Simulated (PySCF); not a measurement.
## Electronic structure of C5H4NS (SMILES [H]/N=[C]/c1ccsc1) (doublet) in real space

```yaml
atoms:
  - { symbol: N, position_ang: [-2.7290, -0.4480, 0.3288] }
  - { symbol: C, position_ang: [-1.6087, -0.1716, -0.0554] }
  - { symbol: C, position_ang: [-0.2934, 0.1259, -0.0390] }
  - { symbol: C, position_ang: [0.7427, -0.8762, -0.1154] }
  - { symbol: C, position_ang: [1.9773, -0.3470, -0.1800] }
  - { symbol: S, position_ang: [1.9741, 1.3824, -0.1645] }
  - { symbol: C, position_ang: [0.2600, 1.4139, -0.0689] }
  - { symbol: H, position_ang: [-3.4957, -0.6257, -0.3149] }
  - { symbol: H, position_ang: [0.5293, -1.9300, -0.1120] }
  - { symbol: H, position_ang: [2.9138, -0.8660, -0.2348] }
  - { symbol: H, position_ang: [-0.2650, 2.3449, -0.0300] }
```

Geometry: GFN2-xTB.

Theory: PySCF, UKS B3LYP, pcH-1 on C H N S, non-relativistic, mean-field spin-orbit, GIAO.

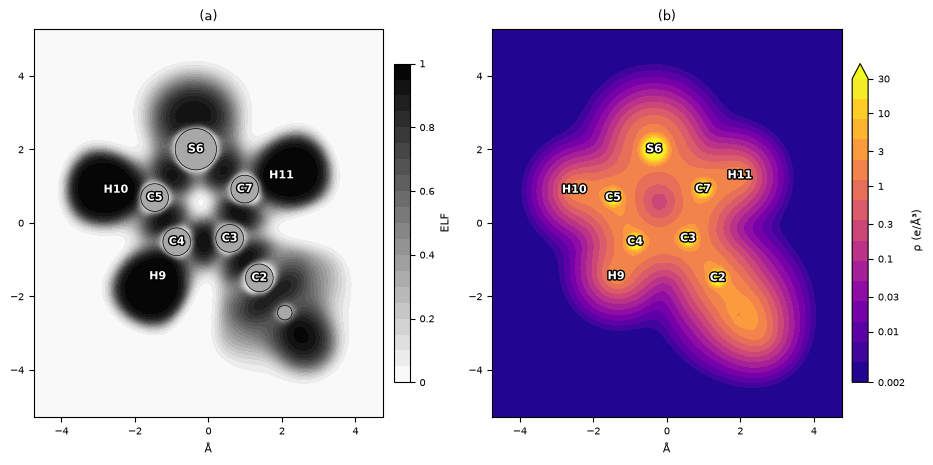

Figure 1. (a) electron localisation function; (b) electron density on the plane of atoms C5, C4 and H9. Grey discs cover the atomic cores in the ELF map.

**What do the fields say about this system?**

The section cuts through C, S and H sites. C–C (1.34 Å): the density is about 2.2 e/Å³ at the midpoint; the ELF peaks at about 0.95 between the atoms; a short, multiple covalent bond. C–S (1.72 Å): ρ is about 1.4 e/Å³ halfway; the ELF peaks at about 0.90 between the atoms, as expected for a covalent bond. C–C (1.40 Å): the density is about 1.9 e/Å³ at the midpoint; the ELF peaks at about 0.95 between the atoms, as expected for localised, covalent bonding. C–C (1.44 Å): the density is about 1.8 e/Å³ at the midpoint; the ELF peaks at about 0.95 between the atoms, as expected for a covalent bond. C–H (1.07 Å): ρ is about 2 e/Å³ halfway; the ELF climbs to about 1 towards the hydrogen, as it does in any bond to H; an ordinary covalent bond to hydrogen. The ELF also peaks beside S6, away from the bonds: non-bonding electrons, paired or unpaired.

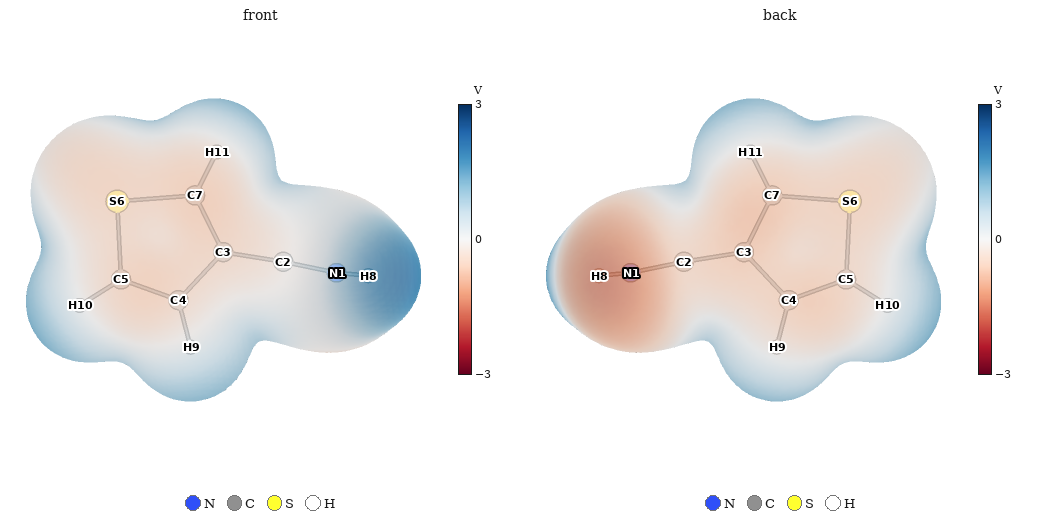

Figure 2. The molecular electrostatic potential painted on the density surface at 0.002 e/bohr³, seen from the front and from behind; red is negative and blue positive.

**Where is the surface potential most negative and most positive?**

The most negative region (about −1.4 V) lies over N1, the most positive (about +2.0 V) over H8. N1 is the likeliest acceptor of a hydrogen bond.

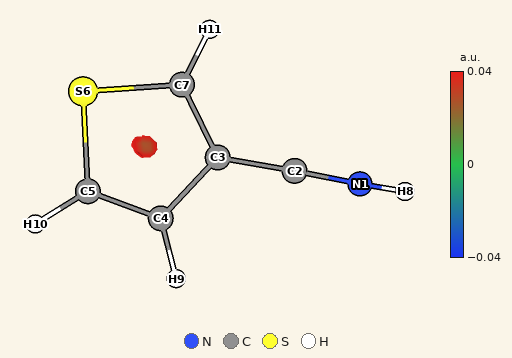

Figure 3. Non-covalent interaction (NCI) plot: the surface where the reduced density gradient is 0.5, for densities under 0.05 a.u., coloured by sign(λ₂)ρ; seen across its widest extent.

**Identify the weak interactions.**

Inside the ring or cage of C3, C4, C5, S6 and C7: steric crowding (red).
